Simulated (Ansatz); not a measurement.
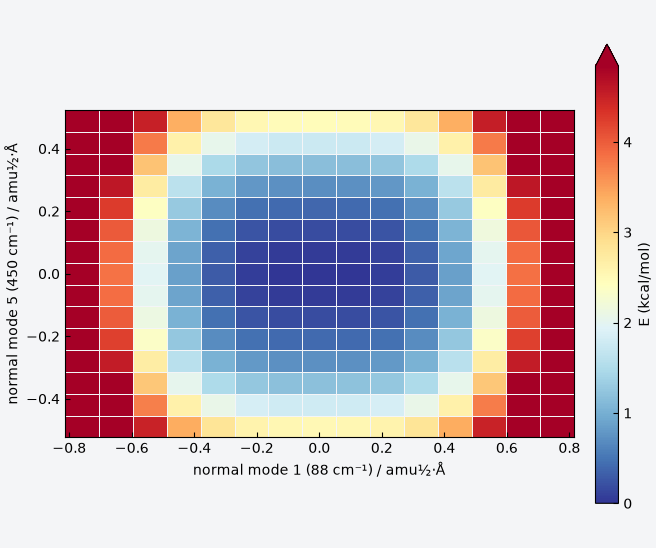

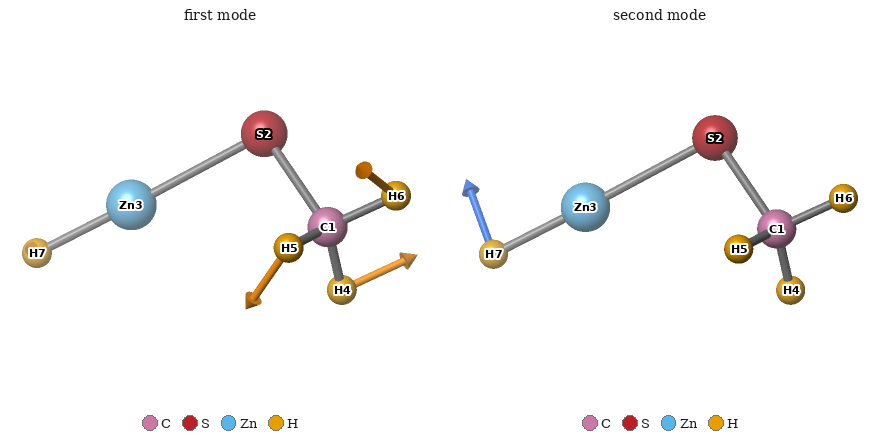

Energy landscape of CH4SZn, SMILES C[S][ZnH]. The first coordinate is: normal mode 1 (88 cm⁻¹); the second: normal mode 5 (450 cm⁻¹). Nothing is relaxed (straight displacements along the two mass-weighted modes). The scan uses a 15 × 15 grid. Points are written as (first, second). Energies: kcal/mol, counted from the lowest grid point. All numbers below come from RKS PBE-D4/def2-TZVP in Ansatz 0.2.0.

The picture shows one coloured cell a grid point, one colour for all values above the top of the scale. The second picture is the structure at the lowest point

Question: Summarise what can be read from the map.

Answer: The lowest grid point is at (0.000 amu½·Å, 0.000 amu½·Å). The highest grid point, (0.759 amu½·Å, 0.489 amu½·Å), lies 9.3 kcal/mol above the lowest.

The input of one point:

```yaml
crystal:
  periodic: [false, false, false]
  atoms:
    - { symbol: C, position_ang: [-0.923627, 0.611685, -0.286279] }
    - { symbol: S, position_ang: [-0.179304, 0.036641, 1.2971] }
    - { symbol: Zn, position_ang: [1.574723, -1.050409, 0.607669] }
    - { symbol: H, position_ang: [-1.222301, -0.228653, -0.923544] }
    - { symbol: H, position_ang: [-0.247109, 1.276497, -0.835664] }
    - { symbol: H, position_ang: [-1.822523, 1.17822, -0.012868] }
    - { symbol: H, position_ang: [2.820139, -1.823982, 0.153585] }
basis:
  gaussian: { orbitals: def2-TZVP }
hamiltonian:
  xc: pbe
  dispersion: d4
output:
  forces: true
```

The whole map (225 points run) took 28 min on 1 thread of Arm Neoverse N1, on a shared host.
